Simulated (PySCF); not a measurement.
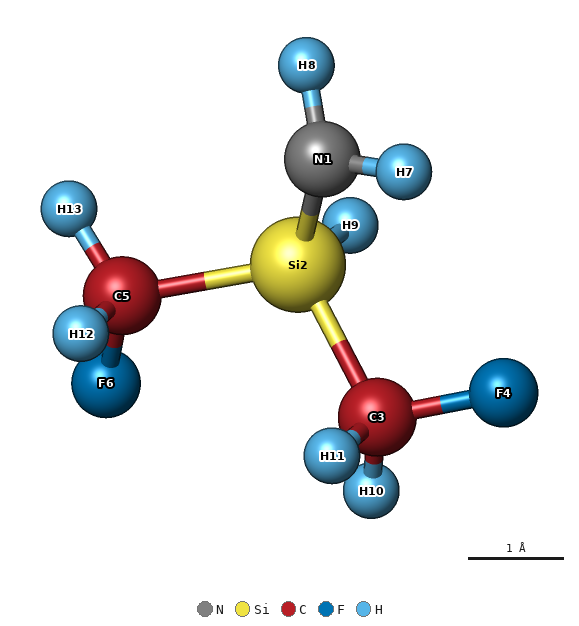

Figure 1. The structure (ball-and-stick view, seen at a tilt; atoms are numbered from 1 in the order of the input). Bond lengths as drawn: C–F 1.39 Å, C–H 1.10 to 1.11 Å, C–Si 1.89 to 1.90 Å, H–N 1.01 to 1.02 Å, H–Si 1.50 Å and N–Si 1.73 Å.

Core-level calculation, with input and output: C$_{2}$H$_{7}$F$_{2}$NSi

C$_{2}$H$_{7}$F$_{2}$NSi, computed with delta-SCF UKS SCAN, pcX-1 on the ionised atom, pcseg-1 elsewhere, spin-free X2C (PySCF 2.14.0).

Figures and captions count atoms from 1; the log counts them from 0 in places.

## Output
```
ground state, core basis on atom 0 (N), 133 functions
  cycle   1  E = -624.86076265  |g| = 6.80e-01
  cycle   2  E = -624.73484360  |g| = 1.08e+00
  cycle   3  E = -624.94412385  |g| = 1.01e-01
  cycle   4  E = -624.94622977  |g| = 3.96e-02
  cycle   5  E = -624.94660737  |g| = 7.81e-03
  cycle   6  E = -624.94661492  |g| = 5.21e-03
  cycle   7  E = -624.94661915  |g| = 1.04e-03
  cycle   8  E = -624.94661936  |g| = 2.18e-04
  E(ground) = -624.97794593 Eh
hole in N 1s of atom 0
  cycle   1  E = -609.37611126  |g| = 1.85e+00
  cycle   2  E = -608.84983110  |g| = 1.97e+00
[... 8 cycles left out ...]
  E(ion) = -610.09625103 Eh   <S^2> = 0.7640   hole on atom = 1.000   binding energy = 404.952 eV
ground state, core basis on atom 1 (Si), 145 functions
[... 6 cycles left out ...]
  E(ground) = -625.03490162 Eh
hole in Si 1s of atom 1
[... 10 cycles left out ...]
  E(ion) = -557.16416510 Eh   <S^2> = 0.7522   hole on atom = 1.000   binding energy = 1846.857 eV
hole in Si 2p of atom 1
[... 9 cycles left out ...]
  E(ion) = -621.08891995 Eh   <S^2> = 0.7516   hole on atom = 1.002   binding energy = 107.376 eV
  2p3/2 = 107.150 eV   2p1/2 = 107.771 eV
ground state, core basis on atom 2 (C), 133 functions
[... 6 cycles left out ...]
  E(ground) = -624.97837917 Eh
hole in C 1s of atom 2
[... 11 cycles left out ...]
  E(ion) = -614.22883648 Eh   <S^2> = 0.7719   hole on atom = 1.000   binding energy = 292.510 eV
ground state, core basis on atom 3 (F), 133 functions
[... 5 cycles left out ...]
  cycle   6  E = -624.94230615  |g| = 1.54e-04
  E(ground) = -624.97746028 Eh
hole in F 1s of atom 3
  cycle   1  E = -598.61971338  |g| = 2.57e+00
  cycle   2  E = -597.24150166  |g| = 2.48e+00
  cycle   3  E = -598.88931931  |g| = 1.04e+00
  cycle   4  E = -599.46231850  |g| = 2.88e-01
  cycle   5  E = -599.48404302  |g| = 1.13e-01
  cycle   6  E = -599.48775294  |g| = 5.68e-02
  cycle   7  E = -599.48926834  |g| = 5.43e-03
  cycle   8  E = -599.48928280  |g| = 2.75e-03
  cycle   9  E = -599.48928751  |g| = 4.26e-04
  E(ion) = -599.52982409 Eh   <S^2> = 0.7567   hole on atom = 1.000   binding energy = 692.465 eV
```

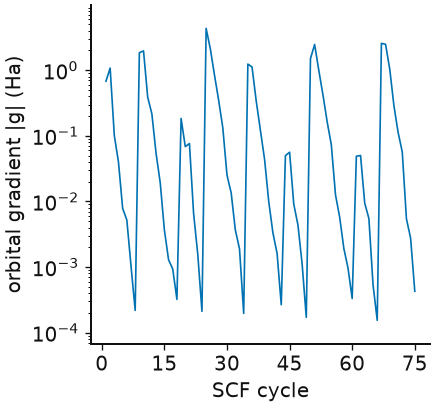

Figure 2. Convergence of the self-consistent field: orbital gradient |g| against the SCF cycle. All cycles printed in the log are drawn one after another.

This output came from the following input.

## Input file
```
{"job": {"kind": "xps", "basis": "pcX-1"}, "charge": 0, "multiplicity": 1}
N      1.795409    -0.054088     0.388697
Si     0.095143    -0.328459     0.572061
C     -0.682488     1.391569     0.727357
F     -0.089582     2.060189     1.788192
C     -0.599066    -1.167583    -0.980805
F     -1.965143    -1.333313    -0.822780
H      2.155343     0.775039     0.852969
H      2.451587    -0.819901     0.498425
H     -0.305886    -1.152349     1.757046
H     -1.771672     1.333965     0.895393
H     -0.521372     1.979583    -0.194442
H     -0.410412    -0.548147    -1.876390
H     -0.135320    -2.152808    -1.169214
```

The first line tells a small driver script what to run in PySCF; the rest is the geometry in Å.

Launched with:
```bash
OMP_NUM_THREADS=1 python <driver script> task.json out
```

## Results in brief

- outcome: converged
- hardware: 1 CPU thread, shared host
- wall time: 43 s
- peak memory: 0.45 GiB
